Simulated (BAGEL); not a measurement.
**triplet BBrClF at 5 levels**

Aim: a comparison of 5 runs (UHF/STO-3G, UHF/3-21G, ROHF/6-31G*, UHF/6-31G*, ROHF/aug-cc-pVDZ) of triplet BBrClF. 

Program for the calculation: BAGEL 1.2.2.

4 further runs of the same task are left out: 3 that didn't finish, 1 set aside as unsound or not needed.

## Step 1: The molecule

BBrClF has 4 atoms, charge 0, and is taken as a triplet. SMILES of the parent species: `FB(Cl)Br`. Geometry: relaxed at PBE0-D4/def2-TZVP. That shape belongs to the parent species and isn't relaxed for this state.

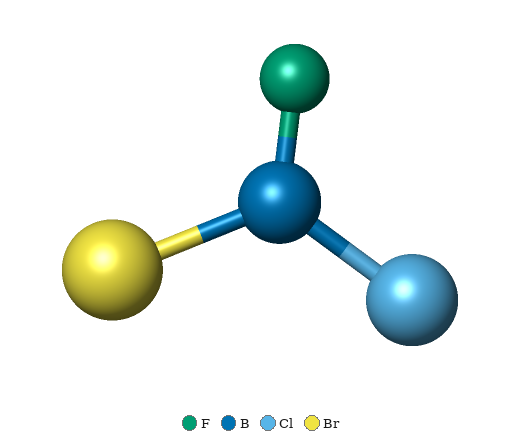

The structure, seen from a chosen angle (fluorine teal, boron blue, chlorine blue, bromine yellow).

## Step 2: The energy at UHF/STO-3G (density fitting with qzvpp-jkfit) (run 1)

Contents of job.json:

```json
{ "bagel" : [

{
  "title" : "molecule",
  "basis" : "sto-3g",
  "df_basis" : "qzvpp-jkfit",
  "angstrom" : true,
  "geometry" : [
    { "atom" : "F", "xyz" : [   -0.037800,   -1.335000,   -0.542400 ] },
    { "atom" : "B", "xyz" : [    0.000500,   -0.136300,   -0.018100 ] },
    { "atom" : "Cl", "xyz" : [   -0.369900,    0.071000,    1.666000 ] },
    { "atom" : "Br", "xyz" : [    0.462600,    1.340100,   -1.125800 ] }
  ]
},
{
  "title" : "uhf",
  "nopen" : 2
},
{
  "title" : "print",
  "file" : "orbitals.molden",
  "orbitals" : true
}

]}
```

Run with:

```console
$ BAGEL_NUM_THREADS=1 BAGEL job.json > job.out
```

Standard output:

```text
* using 1 threads per process

  ===============================================================
  ===============================================================

  *** Geometry ***

  { "atom" : "F", "xyz" : [     -0.071432,     -2.522784,     -1.024987 ] },
  { "atom" : "B", "xyz" : [      0.000945,     -0.257570,     -0.034204 ] },
  { "atom" : "Cl", "xyz" : [     -0.699010,      0.134171,      3.148284 ] },
  { "atom" : "Br", "xyz" : [      0.874187,      2.532422,     -2.127454 ] },

  Number of auxiliary basis functions:      546

  Since a DF basis is specified, we compute 2- and 3-index integrals:
    o Being stored without compression. Storage requirement is 0.006 GB

  Number of basis functions:       37
  Number of electrons      :       66

    * METHOD: MOLECULE                             0.19

  *** Open-shell HF ***

  === Nuclear Repulsion ===
   282.4158234519

      * DIIS with orbital gradients will be used.

  === UHF iteration (sto-3g) ===
      0      -3121.49448614          0.01907462           0.08
      1      -3121.55057174          0.00400784           0.07
      2      -3121.55381799          0.00120578           0.07
      3      -3121.55437989          0.00048847           0.07
      4      -3121.55460287          0.00017007           0.07
      5      -3121.55465058          0.00005457           0.07
      6      -3121.55465551          0.00003963           0.07
      7      -3121.55465807          0.00002829           0.07
      8      -3121.55466031          0.00000578           0.07
      9      -3121.55466040          0.00000178           0.07
     10      -3121.55466042          0.00000069           0.07
     11      -3121.55466042          0.00000027           0.08
     12      -3121.55466042          0.00000010           0.07
     13      -3121.55466042          0.00000005           0.08
     14      -3121.55466042          0.00000004           0.07
     15      -3121.55466042          0.00000002           0.08
     16      -3121.55466042          0.00000001           0.08
    * SCF iteration converged.

    * S^2 (UHF) is 2.0083

    * Permanent dipole moment:
           (   -0.617231,    -1.502310,     1.748432) a.u.

    * METHOD: UHF                                  1.37

    * METHOD: PRINT                                0.00

  ===============================================================
```

It took 1.7 s on 1 thread of Arm Neoverse V2, shared host.

## Step 3: A single-point energy at UHF/3-21G (density fitting with qzvpp-jkfit) (run 2)

Contents of input.json:

```json
{ "bagel": [

{
  "title": "molecule",
  "basis": "3-21g",
  "df_basis": "qzvpp-jkfit",
  "angstrom": true,
  "geometry": [
    { "atom": "F", "xyz": [   -0.037800,   -1.335000,   -0.542400 ] },
    { "atom": "B", "xyz": [    0.000500,   -0.136300,   -0.018100 ] },
    { "atom": "Cl", "xyz": [   -0.369900,    0.071000,    1.666000 ] },
    { "atom": "Br", "xyz": [    0.462600,    1.340100,   -1.125800 ] }
  ]
},
{ "title": "uhf", "charge": 0, "nopen": 2 },
{ "title": "print", "file": "orbitals.molden", "orbitals": true }

]}
```

Run with:

```console
$ BAGEL_NUM_THREADS=1 BAGEL input.json > input.out
```

Standard output:

```text
* using 1 threads per process

  ===============================================================
  ===============================================================

  *** Geometry ***

  { "atom" : "F", "xyz" : [     -0.071432,     -2.522784,     -1.024987 ] },
  { "atom" : "B", "xyz" : [      0.000945,     -0.257570,     -0.034204 ] },
  { "atom" : "Cl", "xyz" : [     -0.699010,      0.134171,      3.148284 ] },
  { "atom" : "Br", "xyz" : [      0.874187,      2.532422,     -2.127454 ] },

  Number of auxiliary basis functions:      546

  Since a DF basis is specified, we compute 2- and 3-index integrals:
    o Being stored without compression. Storage requirement is 0.012 GB

  Number of basis functions:       53
  Number of electrons      :       66

    * METHOD: MOLECULE                             0.19

  *** Open-shell HF ***

  === Nuclear Repulsion ===
   282.4158234519

      * DIIS with orbital gradients will be used.

  === UHF iteration (3-21g) ===
      0      -3140.57475250          0.03638080           0.12
      1      -3140.65422510          0.02152786           0.12
      2      -3140.67331832          0.01210934           0.12
      3      -3140.68120729          0.00135019           0.12
      4      -3140.68277400          0.00077619           0.11
      5      -3140.68353037          0.00052216           0.11
      6      -3140.68394272          0.00032084           0.11
      7      -3140.68405331          0.00025160           0.12
      8      -3140.68417830          0.00009136           0.12
      9      -3140.68418888          0.00003853           0.12
     10      -3140.68419029          0.00001356           0.12
     11      -3140.68419059          0.00000657           0.12
     12      -3140.68419062          0.00000181           0.12
     13      -3140.68419063          0.00000058           0.12
     14      -3140.68419063          0.00000039           0.11
     15      -3140.68419063          0.00000023           0.12
     16      -3140.68419063          0.00000013           0.12
     17      -3140.68419063          0.00000007           0.12
     18      -3140.68419063          0.00000003           0.12
     19      -3140.68419063          0.00000002           0.12
     20      -3140.68419063          0.00000001           0.12
    * SCF iteration converged.

    * S^2 (UHF) is 2.0111

    * Permanent dipole moment:
           (   -0.587617,    -1.670266,     1.526999) a.u.

    * METHOD: UHF                                  2.61

    * METHOD: PRINT                                0.00

  ===============================================================
```

It took 3 s on 1 thread of Arm Neoverse V2, shared host.

## Step 4: A single-point energy at ROHF/6-31G(d) (density fitting with qzvpp-jkfit, spherical functions) (run 3)

Contents of job.json:

```json
{ "bagel": [

{
  "title": "molecule",
  "basis": "6-31gs.json",
  "df_basis": "qzvpp-jkfit",
  "angstrom": true,
  "geometry": [
    { "atom": "F", "xyz": [   -0.037800,   -1.335000,   -0.542400 ] },
    { "atom": "B", "xyz": [    0.000500,   -0.136300,   -0.018100 ] },
    { "atom": "Cl", "xyz": [   -0.369900,    0.071000,    1.666000 ] },
    { "atom": "Br", "xyz": [    0.462600,    1.340100,   -1.125800 ] }
  ]
},
{
  "title": "rohf",
  "nopen": 2
},
{
  "title": "print",
  "file": "orbitals.molden",
  "orbitals": true
}

]}
```

The basis set 6-31G* is read from a file made from the Basis Set Exchange's data (not shown).

Run with:

```console
$ BAGEL_NUM_THREADS=1 BAGEL job.json > job.out
```

Standard output:

```text
* using 1 threads per process

  ===============================================================
  ===============================================================

  *** Geometry ***

  { "atom" : "F", "xyz" : [     -0.071432,     -2.522784,     -1.024987 ] },
  { "atom" : "B", "xyz" : [      0.000945,     -0.257570,     -0.034204 ] },
  { "atom" : "Cl", "xyz" : [     -0.699010,      0.134171,      3.148284 ] },
  { "atom" : "Br", "xyz" : [      0.874187,      2.532422,     -2.127454 ] },

  Number of auxiliary basis functions:      546

  Since a DF basis is specified, we compute 2- and 3-index integrals:
    o Being stored without compression. Storage requirement is 0.027 GB

  Number of basis functions:       78
  Number of electrons      :       66

    * METHOD: MOLECULE                             0.28

  *** Open-shell HF ***

  === Nuclear Repulsion ===
   282.4158234519

      * DIIS with orbital gradients will be used.

  === ROHF iteration (6-31gs.json) ===
      0      -3155.46966240          0.02837528           0.20
      1      -3155.55160181          0.01782489           0.20
      2      -3155.57783237          0.01071451           0.20
      3      -3155.59207098          0.00132628           0.19
      4      -3155.59466232          0.00084063           0.18
      5      -3155.59626317          0.00051935           0.19
      6      -3155.59694161          0.00027220           0.19
      7      -3155.59711476          0.00021070           0.19
      8      -3155.59721480          0.00014468           0.19
      9      -3155.59728350          0.00006806           0.19
     10      -3155.59729670          0.00002809           0.19
     11      -3155.59730188          0.00001092           0.19
     12      -3155.59730329          0.00000476           0.19
     13      -3155.59730391          0.00000206           0.20
     14      -3155.59730405          0.00000084           0.20
     15      -3155.59730408          0.00000044           0.19
     16      -3155.59730407          0.00000029           0.18
     17      -3155.59730407          0.00000018           0.19
     18      -3155.59730407          0.00000013           0.18
     19      -3155.59730407          0.00000007           0.18
     20      -3155.59730407          0.00000003           0.19
     21      -3155.59730407          0.00000002           0.19
     22      -3155.59730407          0.00000001           0.19
    * SCF iteration converged.

    * S^2 (ROHF) is 2.0000

    * Permanent dipole moment:
           (   -0.540392,    -1.531937,     1.406650) a.u.

    * METHOD: ROHF                                 4.64

    * METHOD: PRINT                                0.01

  ===============================================================
```

Run time: 5.1 s. Hardware: 1 thread of Arm Neoverse V2, shared host.

Run 4 isn't shown in full; the table further down has it.

## Step 5: A single-point energy at ROHF/aug-cc-pVDZ (density fitting with qzvpp-jkfit) (run 5)

Contents of hf.json:

```json
{ "bagel" : [

{
  "title" : "molecule",
  "basis" : "aug-cc-pvdz.json",
  "df_basis" : "qzvpp-jkfit",
  "angstrom" : true,
  "geometry" : [
    { "atom" : "F", "xyz" : [   -0.037800,   -1.335000,   -0.542400 ] },
    { "atom" : "B", "xyz" : [    0.000500,   -0.136300,   -0.018100 ] },
    { "atom" : "Cl", "xyz" : [   -0.369900,    0.071000,    1.666000 ] },
    { "atom" : "Br", "xyz" : [    0.462600,    1.340100,   -1.125800 ] }
  ]
},
{ "title" : "rohf", "nopen" : 2 },
{ "title" : "print", "file" : "orbitals.molden", "orbitals" : true }

]}
```

The basis set aug-cc-pVDZ is read from a file made from the Basis Set Exchange's data (not shown).

Run with:

```console
$ BAGEL_NUM_THREADS=1 BAGEL hf.json > hf.out
```

Standard output:

```text
* using 1 threads per process

  ===============================================================
  ===============================================================

  *** Geometry ***

  { "atom" : "F", "xyz" : [     -0.071432,     -2.522784,     -1.024987 ] },
  { "atom" : "B", "xyz" : [      0.000945,     -0.257570,     -0.034204 ] },
  { "atom" : "Cl", "xyz" : [     -0.699010,      0.134171,      3.148284 ] },
  { "atom" : "Br", "xyz" : [      0.874187,      2.532422,     -2.127454 ] },

  Number of auxiliary basis functions:      546

  Since a DF basis is specified, we compute 2- and 3-index integrals:
    o Being stored without compression. Storage requirement is 0.052 GB

  Number of basis functions:      109
  Number of electrons      :       66

    * METHOD: MOLECULE                             0.30

  *** Open-shell HF ***

  === Nuclear Repulsion ===
   282.4158234519

      * DIIS with orbital gradients will be used.

  === ROHF iteration (aug-cc-pvdz.json) ===
      0      -3155.60976751          0.03457331           0.29
      1      -3155.80994362          0.02420869           0.28
      2      -3155.88824180          0.01270945           0.28
      3      -3155.92915801          0.00164137           0.28
      4      -3155.93082061          0.00077271           0.27
      5      -3155.93146366          0.00039014           0.27
      6      -3155.93174255          0.00015509           0.27
      7      -3155.93181588          0.00009149           0.27
      8      -3155.93183413          0.00006995           0.27
      9      -3155.93184605          0.00004551           0.26
     10      -3155.93185150          0.00002013           0.26
     11      -3155.93185461          0.00000912           0.27
     12      -3155.93185550          0.00000423           0.27
     13      -3155.93185603          0.00000169           0.27
     14      -3155.93185611          0.00000073           0.28
     15      -3155.93185616          0.00000025           0.28
     16      -3155.93185615          0.00000013           0.27
     17      -3155.93185614          0.00000009           0.26
     18      -3155.93185614          0.00000006           0.27
     19      -3155.93185614          0.00000003           0.28
     20      -3155.93185614          0.00000002           0.27
     21      -3155.93185614          0.00000001           0.27
    * SCF iteration converged.

    * S^2 (ROHF) is 2.0000

    * Permanent dipole moment:
           (   -0.485225,    -1.352535,     1.276209) a.u.

    * METHOD: ROHF                                 6.30

    * METHOD: PRINT                                0.02

  ===============================================================
```

Wall time 6.9 s (1 thread of Arm Neoverse V2, shared host); peak memory 0.18 GiB.

## Step 6: All runs side by side

| run | level | energy (Eh) | dipole moment (D) | ⟨S²⟩ | wall time |
| --- | --- | --- | --- | --- | --- |
| 1 | UHF/STO-3G (density fitting with qzvpp-jkfit) | -3121.554660 | 6.07 | 2.008 | 1.7 s |
| 2 | UHF/3-21G (density fitting with qzvpp-jkfit) | -3140.684191 | 5.94 | 2.011 | 3 s |
| 3 | ROHF/6-31G* (density fitting with qzvpp-jkfit, spherical functions) | -3155.597304 | 5.46 | 2.000 | 5.1 s |
| 4 | UHF/6-31G* (density fitting with qzvpp-jkfit, spherical functions) | -3155.604315 | 5.46 | 2.018 | 5.4 s |
| 5 | ROHF/aug-cc-pVDZ (density fitting with qzvpp-jkfit) | -3155.931856 | 4.88 | 2.000 | 6.9 s |

## Step 7: Results

| quantity | value |
| --- | --- |
| run 5: total energy | -3155.93186 Eh |
| run 5: dipole moment | 4.88 D |
| run 5: ⟨S²⟩ | 2.000 |

What this shows: The dipole moment (its size) runs from 4.88 D (ROHF/aug-cc-pVDZ) to 6.07 D (UHF/STO-3G). The two ends differ in method and basis. In run 1 the basis is minimal, so the values are rough. All runs together took 22 s, the longest 6.9 s.
